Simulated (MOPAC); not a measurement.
# Run report: AsBr₃, geometry relaxation

- system: AsBr₃ (arsenous tribromide)
- method: PM6-D3, closed shell, dispersion D3 (MOPAC 23.2.5)

The atoms were displaced at random from an optimised geometry.

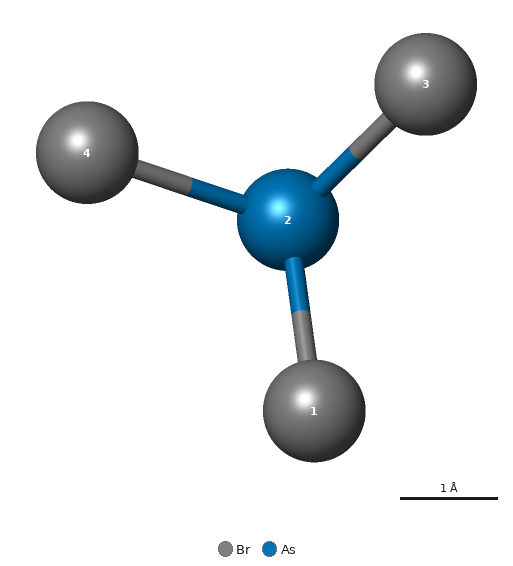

Fig. 1: The structure as given in the input (ball-and-stick view, seen on its broad side; atoms are numbered from 1 in the order of the input).

## Input file (run.mop)
```
EF DISP GNORM=0.05 GRADIENTS CYCLES=300 CHARGE=0 BONDS PM6-D3 THREADS=1 AUX(PRECISION=6)
optimise of AsBr3

Br     0.774511 +1     0.515664 +1     1.867295 +1
As    -0.770511 +1    -0.167828 +1     0.234074 +1
Br     0.402850 +1    -1.887429 +1    -0.752586 +1
Br    -0.409578 +1     1.552516 +1    -1.346438 +1
```

Command:
```bash
mopac run.mop
```

## What the program printed
```
MOPAC v23.2.5
PM6-D3 CALCULATION RESULTS

 *  PM6-D3     - CORRECT DISPERSION USING D3 METHOD
 *
 *
 *
 *                 CHARGE ON SYSTEM = 0
 *
 *
 *
 *  EF         - USE EF ROUTINE FOR MINIMUM SEARCH
 *  THREADS=1  - MULTI-THREADING NOT USED
 *  CYCLES=    - DO A MAXIMUM OF 300 STEPS
 *  GNORM      - EXIT WHEN GRADIENT NORM DROPS BELOW 0.050
 *  AUX        - OUTPUT AUXILIARY INFORMATION
 *  GRADIENTS  - ALL GRADIENTS TO BE PRINTED
 *  DISP       - PRINT DISPERSION AND HYDROGEN BOND ENERGIES
 *  BONDS      - FINAL BOND-ORDER MATRIX TO BE PRINTED
EF DISP GNORM=0.05 GRADIENTS CYCLES=300 CHARGE=0 BONDS PM6-D3 THREADS=1 AUX(PRECISION=6)
 optimise of AsBr3

   ATOM   CHEMICAL          X               Y               Z
  NUMBER   SYMBOL      (ANGSTROMS)     (ANGSTROMS)     (ANGSTROMS)

     1      Br          0.77451100  *   0.51566400  *   1.86729500  *
     2      As         -0.77051100  *  -0.16782800  *   0.23407400  *
     3      Br          0.40285000  *  -1.88742900  *  -0.75258600  *
     4      Br         -0.40957800  *   1.55251600  *  -1.34643800  *

          CARTESIAN COORDINATES

    NO.       ATOM           X           Y           Z

     1        Br          0.7745      0.5157      1.8673
     2        As         -0.7705     -0.1678      0.2341
     3        Br          0.4029     -1.8874     -0.7526
     4        Br         -0.4096      1.5525     -1.3464

           Empirical Formula: Br3 As  =     4 atoms

      MOLECULAR POINT GROUP   :   C3v

      RHF CALCULATION, NO. OF DOUBLY OCCUPIED LEVELS = 13

          Geometry optimization using EF

          DIAGONAL MATRIX USED AS START HESSIAN
```

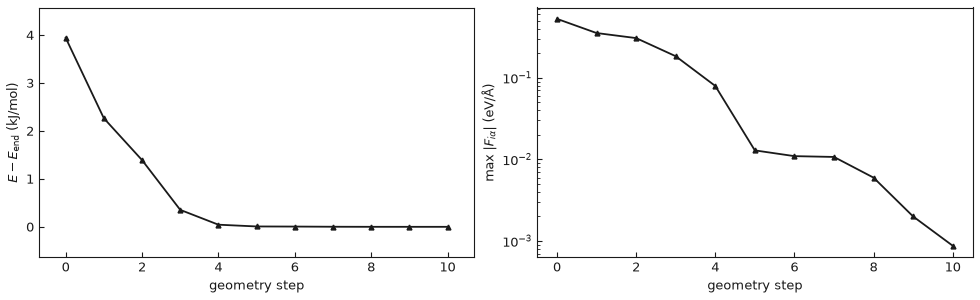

Fig. 2: Progress of the relaxation, step by step (steps are counted from 0).

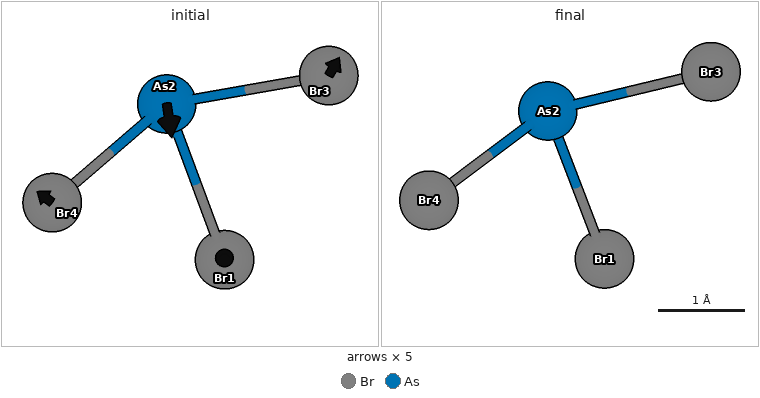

Fig. 3: Before (left) and after (right) the relaxation, at one scale (ball-and-stick view, seen at a tilt). The black arrows give the displacements, magnified 5 times. The energy falls by 3.94 kJ/mol in 10 geometry steps. The largest force component goes from 0.53 to 0.00088 eV/Å. The largest move after the best rigid fit is that of As2, 0.089 Å. Largest moves by element: As 0.089 Å, Br 0.052 Å. Distances before and after: As2–Br4 2.364 → 2.324 Å, Br1–As2 2.350 → 2.324 Å, As2–Br3 2.304 → 2.324 Å. Among the angles that change: Br1–As2–Br4 98.8° → 103.4°, Br1–As2–Br3 100.4° → 103.4°. (Atoms are counted from 1 in the order of the input.)

```
 CYCLE:     1 TIME:   0.016 TIME LEFT:  2.00D  GRAD.:    19.388 HEAT: -30.29493
 CYCLE:     2 TIME:   0.000 TIME LEFT:  2.00D  GRAD.:    10.866 HEAT: -30.69612
 CYCLE:     3 TIME:   0.008 TIME LEFT:  2.00D  GRAD.:     9.415 HEAT: -30.90468
 CYCLE:     4 TIME:   0.000 TIME LEFT:  2.00D  GRAD.:     7.101 HEAT: -31.15277
 CYCLE:     5 TIME:   0.008 TIME LEFT:  2.00D  GRAD.:     2.694 HEAT: -31.22679
 CYCLE:     6 TIME:   0.008 TIME LEFT:  2.00D  GRAD.:     0.525 HEAT: -31.23558
 CYCLE:     7 TIME:   0.000 TIME LEFT:  2.00D  GRAD.:     0.392 HEAT: -31.23614
 CYCLE:     8 TIME:   0.008 TIME LEFT:  2.00D  GRAD.:     0.397 HEAT: -31.23703
 CYCLE:     9 TIME:   0.000 TIME LEFT:  2.00D  GRAD.:     0.219 HEAT: -31.23737
 CYCLE:    10 TIME:   0.000 TIME LEFT:  2.00D  GRAD.:     0.080 HEAT: -31.23743
 CYCLE:    11 TIME:   0.008 TIME LEFT:  2.00D  GRAD.:     0.040 HEAT: -31.23744

     GRADIENT =  0.04045 IS LESS THAN CUTOFF =  0.05000

 -------------------------------------------------------------------------------
 EF DISP GNORM=0.05 GRADIENTS CYCLES=300 CHARGE=0 BONDS PM6-D3 THREADS=1 AUX(PRECISION=6)
 optimise of AsBr3

     GEOMETRY OPTIMISED USING EIGENVECTOR FOLLOWING (EF).
     SCF FIELD WAS ACHIEVED

                              PM6-D3 CALCULATION

          FINAL HEAT OF FORMATION =        -31.23744 KCAL/MOL =    -130.69744 KJ/MOL

          TOTAL ENERGY            =     -18718.51110 KCAL/MOL = ELECTRONIC ENERGY + CORE-CORE REPULSION
          ENERGY OF ATOMS         =      18688.84946 KCAL/MOL
                              SUM =        -29.66164 KCAL/MOL
          DISPERSION ENERGY       =         -1.57580 KCAL/MOL
                              SUM =        -31.23744 KCAL/MOL = FINAL HEAT OF FORMATION

          TOTAL ENERGY            =       -811.71147 EV
          ELECTRONIC ENERGY       =      -1831.25491 EV
          CORE-CORE REPULSION     =       1019.54344 EV
          COSMO AREA              =        143.95 SQUARE ANGSTROMS
          COSMO VOLUME            =        140.12 CUBIC ANGSTROMS

          GRADIENT NORM           =          0.04045          =       0.02022 PER ATOM
          IONIZATION POTENTIAL    =         10.015317 EV
          HOMO LUMO ENERGIES (EV) =        -10.015 -2.125
          NO. OF FILLED LEVELS    =         13
          MOLECULAR WEIGHT        =        314.6336         POINT GROUP:  C3v

          MOLECULAR DIMENSIONS (Angstroms)

            Atom       Atom       Distance
           Br     4   Br     3     3.64854
           Br     3   Br     1     3.15923
           Br     1   As     2     0.98261

          SCF CALCULATIONS        =         12

          WALL-CLOCK TIME         =      0.055 SECONDS
          COMPUTATION TIME        =      0.059 SECONDS

       FINAL  POINT  AND  DERIVATIVES

   PARAMETER     ATOM    TYPE            VALUE        GRADIENT
      1          1 Br    CARTESIAN X     0.756907      0.004237  KCAL/ANGSTROM
      2          1 Br    CARTESIAN Y     0.512262     -0.015946  KCAL/ANGSTROM
      3          1 Br    CARTESIAN Z     1.914727     -0.002558  KCAL/ANGSTROM
      4          2 As    CARTESIAN X    -0.693238     -0.016224  KCAL/ANGSTROM
      5          2 As    CARTESIAN Y    -0.126245      0.011733  KCAL/ANGSTROM
      6          2 As    CARTESIAN Z     0.214382     -0.005772  KCAL/ANGSTROM
      7          3 Br    CARTESIAN X     0.388609      0.020171  KCAL/ANGSTROM
      8          3 Br    CARTESIAN Y    -1.935617     -0.011549  KCAL/ANGSTROM
      9          3 Br    CARTESIAN Z    -0.764489      0.008203  KCAL/ANGSTROM
     10          4 Br    CARTESIAN X    -0.452557     -0.008183  KCAL/ANGSTROM
     11          4 Br    CARTESIAN Y     1.563840      0.015762  KCAL/ANGSTROM
     12          4 Br    CARTESIAN Z    -1.362898      0.000126  KCAL/ANGSTROM

   ATOM   CHEMICAL          X               Y               Z
  NUMBER   SYMBOL      (ANGSTROMS)     (ANGSTROMS)     (ANGSTROMS)

     1      Br          0.75690673  *   0.51226236  *   1.91472680  *
     2      As         -0.69323825  *  -0.12624512  *   0.21438182  *
     3      Br          0.38860855  *  -1.93561654  *  -0.76448945  *
     4      Br         -0.45255708  *   1.56383961  *  -1.36289801  *

                             CARTESIAN COORDINATES

   1   Br        0.756906731     0.512262363     1.914726801
   2   As       -0.693238255    -0.126245123     0.214381819
   3   Br        0.388608545    -1.935616542    -0.764489446
   4   Br       -0.452557083     1.563839614    -1.362898007

           Empirical Formula: Br3 As  =     4 atoms

      MOLECULAR POINT GROUP   :   C3v

                  EIGENVALUES
 -28.00513 -28.00463 -27.41582 -18.38509 -14.76314 -14.76220 -13.56602 -11.56980
 -11.56927 -11.01726 -10.90674 -10.90616 -10.01532  -2.12533  -1.43011  -1.42950
  46.94149  46.94153  47.02453  47.21574  47.21581 110.77759 111.36375 111.88087
 111.88177 112.67183 112.79633 112.79751 114.51219 114.51321 114.74760 114.74872
 114.76758 114.94310 114.94430 116.09820

              NET ATOMIC CHARGES AND DIPOLE CONTRIBUTIONS

  ATOM NO.   TYPE          CHARGE      No. of ELECS.   s-Pop       p-Pop       d-Pop
    1         Br          -0.196936        7.1969     1.97803     5.21388     0.00503
    2         As           0.590909        4.4091     1.80198     2.57910     0.02801
    3         Br          -0.196998        7.1970     1.97804     5.21393     0.00503
    4         Br          -0.196974        7.1970     1.97803     5.21391     0.00503
 DIPOLE           X         Y         Z       TOTAL
 POINT-CHG.    -2.623    -0.491     0.810     2.789
 HYBRID         1.394     0.261    -0.430     1.482
 SUM           -1.230    -0.230     0.380     1.307

          ATOMIC ORBITAL ELECTRON POPULATIONS

     Atom    s        px        py        pz      x^2-y^2     xz        z^2       yz        xy
    1 Br   1.97803   1.74239   1.90495   1.56654   0.00059   0.00171   0.00116   0.00102   0.00055
    2 As   1.80198   0.97114   0.79861   0.80936   0.00428   0.00647   0.00330   0.00887   0.00510
    3 Br   1.97804   1.84300   1.52732   1.84361   0.00113   0.00053   0.00065   0.00137   0.00134
    4 Br   1.97803   1.94569   1.60769   1.66053   0.00091   0.00059   0.00102   0.00187   0.00064

          BONDING CONTRIBUTION OF EACH M.O.

  0.2083  0.2082  0.1677  0.9657  1.3532  1.3533  0.4308  0.1460  0.1460  0.0985
  0.3946  0.3947  0.4471 -2.0696 -2.0466 -2.0466 -0.0092 -0.0092 -0.0098 -0.0369
 -0.0370 -0.0096 -0.0092 -0.0033 -0.0033 -0.0011 -0.0015 -0.0015 -0.0016 -0.0016
 -0.0053 -0.0053 -0.0004 -0.0015 -0.0015 -0.0026

            (VALENCIES)   BOND ORDERS

     1 Br     (1.128)     2 As 0.977     4 Br 0.075     3 Br 0.075

     2 As     (2.931)     1 Br 0.977     3 Br 0.977     4 Br 0.977

     3 Br     (1.128)     2 As 0.977     4 Br 0.075     1 Br 0.075

     4 Br     (1.128)     2 As 0.977     1 Br 0.075     3 Br 0.075

 *                    *
 * JOB ENDED NORMALLY *
 *                    *

 TOTAL JOB TIME:             0.06 SECONDS

 == MOPAC DONE ==
```

## Trajectory as extended XYZ (Å, eV, eV/Å), 11 frames, from step=0 to step=10
```
4
Properties=species:S:1:pos:R:3:forces:R:3 step=0 energy=-1.31371
Br    0.7745    0.5157    1.8673   -0.2103  -0.0642   0.0372
As   -0.7705   -0.1678    0.2341    0.4225   0.5279  -0.0820
Br    0.4028   -1.8874   -0.7526    0.0001  -0.2996  -0.1008
Br   -0.4096    1.5525   -1.3464   -0.2124  -0.1641   0.1455
4
Properties=species:S:1:pos:R:3:forces:R:3 step=1 energy=-1.33111
Br    0.7695    0.5169    1.8692   -0.1338  -0.0383   0.0859
As   -0.7605   -0.1445    0.2258    0.3538   0.0802   0.0301
Br    0.4047   -1.9013   -0.7583   -0.0808  -0.1350  -0.0180
Br   -0.4162    1.5425   -1.3345   -0.1392   0.0931  -0.0980
4
Properties=species:S:1:pos:R:3:forces:R:3 step=2 energy=-1.34015
Br    0.7648    0.5156    1.8807   -0.0676  -0.0152   0.0974
As   -0.7458   -0.1323    0.2298    0.3067  -0.0803  -0.0731
Br    0.4038   -1.9136   -0.7657   -0.1332   0.0072   0.0564
Br   -0.4246    1.5444   -1.3426   -0.1060   0.0883  -0.0808
4
Properties=species:S:1:pos:R:3:forces:R:3 step=3 energy=-1.35091
Br    0.7598    0.5123    1.9059   -0.0179   0.0011   0.0324
As   -0.7133   -0.1193    0.2221    0.1430  -0.1840  -0.0310
Br    0.3961   -1.9296   -0.7696   -0.0990   0.0867   0.0733
Br   -0.4435    1.5510   -1.3564   -0.0260   0.0961  -0.0747
4
Properties=species:S:1:pos:R:3:forces:R:3 step=4 energy=-1.35412
Br    0.7578    0.5096    1.9167    0.0014   0.0097   0.0020
As   -0.6968   -0.1206    0.2187    0.0354  -0.0795  -0.0301
Br    0.3906   -1.9328   -0.7675   -0.0365   0.0426   0.0338
Br   -0.4520    1.5582   -1.3660   -0.0002   0.0272  -0.0057
4
Properties=species:S:1:pos:R:3:forces:R:3 step=5 energy=-1.35450
Br    0.7578    0.5092    1.9174   -0.0017   0.0081  -0.0053
As   -0.6935   -0.1236    0.2158   -0.0004  -0.0126   0.0027
Br    0.3888   -1.9318   -0.7649   -0.0010  -0.0084   0.0001
Br   -0.4534    1.5606   -1.3665    0.0031   0.0129   0.0025
4
Properties=species:S:1:pos:R:3:forces:R:3 step=6 energy=-1.35453
Br    0.7577    0.5096    1.9167   -0.0018   0.0073  -0.0032
As   -0.6937   -0.1244    0.2158    0.0009  -0.0033  -0.0014
Br    0.3888   -1.9321   -0.7646   -0.0002  -0.0110  -0.0015
Br   -0.4531    1.5612   -1.3661    0.0011   0.0070   0.0060
4
Properties=species:S:1:pos:R:3:forces:R:3 step=7 energy=-1.35457
Br    0.7573    0.5109    1.9154   -0.0014   0.0039  -0.0010
As   -0.6935   -0.1260    0.2150   -0.0009   0.0089  -0.0014
Br    0.3886   -1.9337   -0.7642    0.0026  -0.0107  -0.0046
Br   -0.4527    1.5630   -1.3645   -0.0002  -0.0021   0.0070
4
Properties=species:S:1:pos:R:3:forces:R:3 step=8 energy=-1.35458
Br    0.7571    0.5119    1.9146   -0.0011   0.0015   0.0004
As   -0.6936   -0.1264    0.2146    0.0012   0.0060  -0.0011
Br    0.3887   -1.9350   -0.7642    0.0005  -0.0044  -0.0026
Br   -0.4525    1.5638   -1.3633   -0.0006  -0.0031   0.0034
4
Properties=species:S:1:pos:R:3:forces:R:3 step=9 energy=-1.35458
Br    0.7569    0.5124    1.9146   -0.0001   0.0003   0.0004
As   -0.6933   -0.1263    0.2143    0.0013  -0.0016   0.0002
Br    0.3886   -1.9358   -0.7645   -0.0015   0.0020   0.0001
Br   -0.4525    1.5640   -1.3627    0.0003  -0.0007  -0.0008
4
Properties=species:S:1:pos:R:3:forces:R:3 step=10 energy=-1.35458
Br    0.7569    0.5123    1.9147   -0.0002   0.0007   0.0001
As   -0.6932   -0.1262    0.2144    0.0007  -0.0005   0.0003
Br    0.3886   -1.9356   -0.7645   -0.0009   0.0005  -0.0004
Br   -0.4526    1.5638   -1.3629    0.0004  -0.0007   0.0000
```

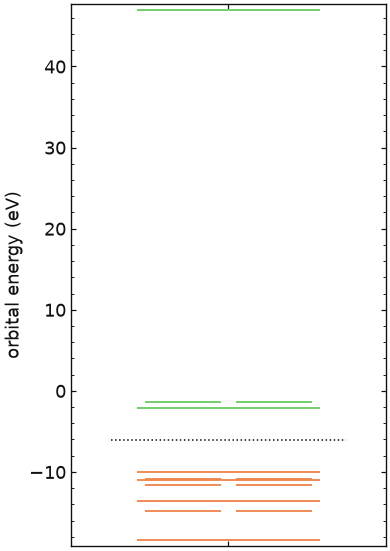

Fig. 4: Orbital energies near the frontier; the dotted line parts filled from empty levels, and levels within 0.02 eV of each other stand side by side. Highest filled −10.02 eV, lowest empty −2.13 eV, 7.89 eV apart.

## Key numbers

```tsv
quantity	value
outcome	converged
total energy	−29.829846 hartree
dispersion energy	−0.002511 hartree
heat of formation	−31.24 kcal/mol
basis functions	36
largest force	0.001 eV/Å
HOMO	−10.02 eV
LUMO	−2.12 eV
dipole moment	1.31 D
hardware	1 thread of Arm Neoverse V1, 24 GiB of memory available, shared host
peak memory	0.072 GiB
```

## Remarks

MOPAC's energies along a path are heats of formation.
